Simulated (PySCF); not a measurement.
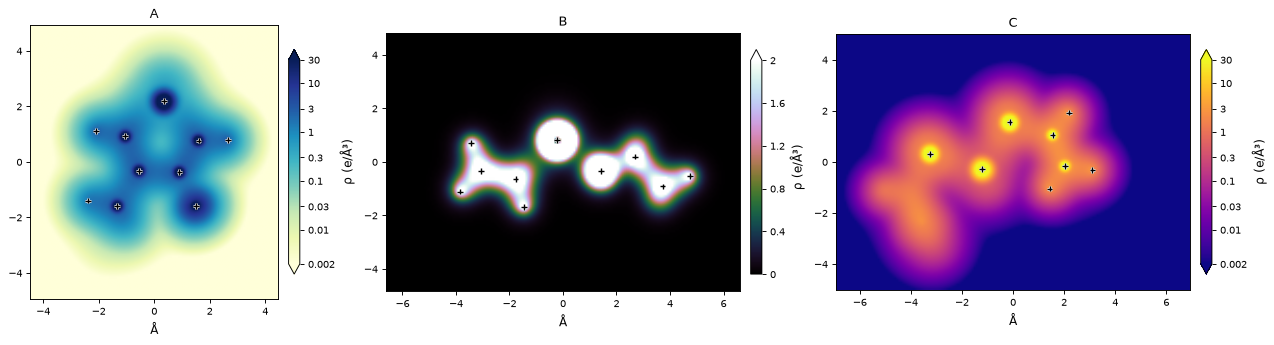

The total electron density of 3 systems, each on a plane through atoms (crosses mark nuclei in the plane).

Method: B3LYP/def2-SVPD, SCF density, gas phase in PySCF.

System 1: C6H9FSi, the plane of atoms C4, Si5 and C6. Geometry: GFN2-xTB.

```yaml
atoms:
  - { symbol: C, position_ang: [-2.3730, 0.3061, 0.2510] }
  - { symbol: C, position_ang: [-1.4407, -0.8033, -0.2428] }
  - { symbol: C, position_ang: [-0.0159, -0.3486, -0.2143] }
  - { symbol: C, position_ang: [0.7281, 0.0173, -1.2684] }
  - { symbol: Si, position_ang: [2.4419, 0.5572, -0.7049] }
  - { symbol: C, position_ang: [1.9457, 0.2052, 1.0754] }
  - { symbol: C, position_ang: [0.6884, -0.2367, 1.0652] }
  - { symbol: F, position_ang: [0.0244, -0.6014, 2.1847] }
  - { symbol: H, position_ang: [-2.1358, 0.5763, 1.2774] }
  - { symbol: H, position_ang: [-3.4077, -0.0272, 0.2141] }
  - { symbol: H, position_ang: [-2.2694, 1.1918, -0.3729] }
  - { symbol: H, position_ang: [-1.7122, -1.0849, -1.2622] }
  - { symbol: H, position_ang: [-1.5565, -1.6787, 0.4016] }
  - { symbol: H, position_ang: [0.3362, -0.0166, -2.2713] }
  - { symbol: H, position_ang: [2.7158, 1.9717, -0.9527] }
  - { symbol: H, position_ang: [3.5131, -0.3202, -1.1746] }
  - { symbol: H, position_ang: [2.5105, 0.3039, 1.9848] }
```

System 2: C4H7NS2Si (SMILES C=CS[SiH2]SCC#N), the plane of atoms C2, C1 and H9. Geometry: GFN2-xTB.

```yaml
atoms:
  - { symbol: C, position_ang: [-3.0330, 0.8069, -0.1893] }
  - { symbol: C, position_ang: [-3.0298, -0.4996, -0.3787] }
  - { symbol: S, position_ang: [-1.6546, -1.5864, -0.4368] }
  - { symbol: Si, position_ang: [0.0253, -0.3114, -0.0950] }
  - { symbol: S, position_ang: [1.6971, -1.6522, -0.1268] }
  - { symbol: C, position_ang: [3.0609, -0.4407, -0.3682] }
  - { symbol: C, position_ang: [2.9744, 0.6286, 0.5777] }
  - { symbol: N, position_ang: [2.8581, 1.4782, 1.3342] }
  - { symbol: H, position_ang: [-2.1367, 1.3819, -0.0378] }
  - { symbol: H, position_ang: [-3.9623, 1.3499, -0.1789] }
  - { symbol: H, position_ang: [-3.9429, -1.0547, -0.5286] }
  - { symbol: H, position_ang: [0.2002, 0.6301, -1.1950] }
  - { symbol: H, position_ang: [-0.0577, 0.3330, 1.2055] }
  - { symbol: H, position_ang: [3.9860, -1.0012, -0.2281] }
  - { symbol: H, position_ang: [3.0108, -0.0543, -1.3875] }
```

System 3: C8H14OSn (SMILES C=[CH][Sn]([CH]=C)([CH]=C)[O]CC), the plane of atoms C2, C3 and H5. Geometry: PBE0-D3(BJ)/def2-SVP; core potentials replace the inner electrons of Sn.

```xyz
24

Sn    0.1620    0.3666    0.2053
C     0.0242    0.0962    2.3100
C     0.4606    0.9874    3.2052
H    -0.4273   -0.8407    2.6581
H     0.9206    1.9393    2.9151
H     0.3785    0.8099    4.2847
C     2.1845    0.3119   -0.4792
C     3.1897    0.0304    0.3551
H     2.4085    0.5255   -1.5315
H     3.0221   -0.1878    1.4166
H     4.2336    0.0034    0.0185
C    -0.8828    2.1133   -0.4433
C    -1.6408    2.8200    0.3999
H    -0.7879    2.4472   -1.4839
H    -1.7677    2.5315    1.4502
H    -2.1755    3.7238    0.0824
O    -0.7765   -1.2594   -0.4840
C    -0.8215   -1.5524   -1.8507
C    -1.5396   -2.8690   -2.0557
H    -1.3491   -0.7580   -2.4220
H     0.1977   -1.6219   -2.2890
H    -1.5924   -3.1327   -3.1238
H    -1.0148   -3.6750   -1.5206
H    -2.5637   -2.8098   -1.6574
```

**Match each panel to its system.**

Panel A is system 1, C6H9FSi: the plane holds C, Si, F and H. C–C (1.33 Å): ρ is about 2.3 e/Å³ halfway. Panel B is system 3, C8H14OSn: the plane holds Sn, C, H and O. C–C (1.34 Å): ρ is about 2.3 e/Å³ halfway. Panel C is system 2, C4H7NS2Si: the plane holds C, S, Si and H. C–C (1.32 Å): ρ at the midpoint is about 2.3 e/Å³.
